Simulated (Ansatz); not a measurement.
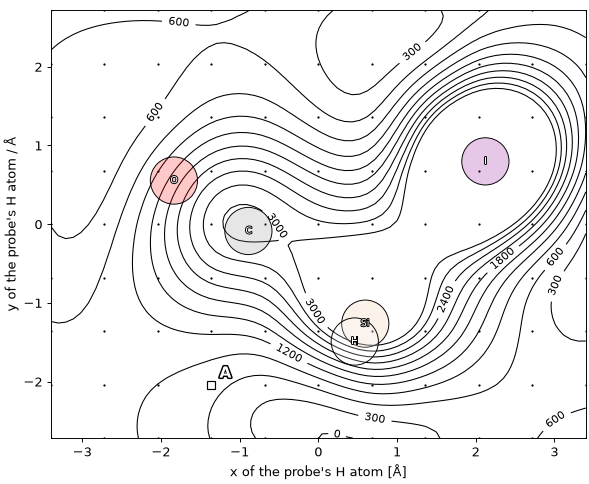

CHIOSi (SMILES O=C=[SiH]I) with the probe HF. The probe is moved over a plane parallel to the molecule's main plane, 1.76 Å above it. First axis: x of the probe's H atom. Second axis: y of the probe's H atom. Nothing is relaxed (molecule and probe rigid, the probe upright with H nearest the plane). The grid has 11 × 9 points. Points are written as (first, second). Energies are in cm⁻¹, from the lowest grid point. Method: RKS PBE-D4/def2-SVPD (Ansatz 0.2.0).

In the figure: contour lines labelled in cm⁻¹ (none above 3000), dots at the grid points, labelled circles for the molecule's atoms, projected on the plane, the point A. Between grid points the surface is interpolated.

Is A at rest? If not, where is it pushed?

A, at (−1.36 Å, −2.04 Å), is not a stationary point. The computed force is 0.073 eV/Å in the plane, pointing down and right in the picture (components 0.048 and −0.055 eV/Å).
